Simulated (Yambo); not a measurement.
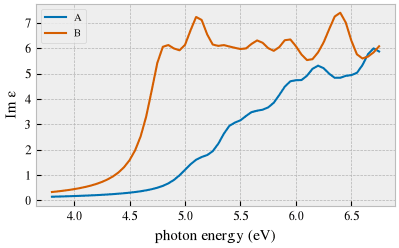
Fig. 1. Two computed absorption spectra of CaS (rock salt, space group Fm-3m, No. 225) (Yambo, PBEsol bands with the same scissor, field along x)

**Question.** Which curve includes the electron-hole attraction (BSE)?

**Answer.** Curve B: the attraction moves weight to lower energy (centre of the plotted range 5.6 eV against 6.0 eV). Settings: 10×10×10 mesh, 3 valence and 4 conduction bands, static screening with 24 bands and a 4 Ry block, scissor 2.03 eV, Tamm-Dancoff. The scissor comes from a G0W0 run whose convergence isn't established. Broadening 0.15 eV. The band window holds all transitions up to 6.8 eV. On this mesh the peak heights and the fine structure are mesh artefacts; only the shift of weight is robust.

Geometry relaxed with PBEsol; primitive cell a = b = c = 3.9819 Å, α = β = γ = 60.00°.
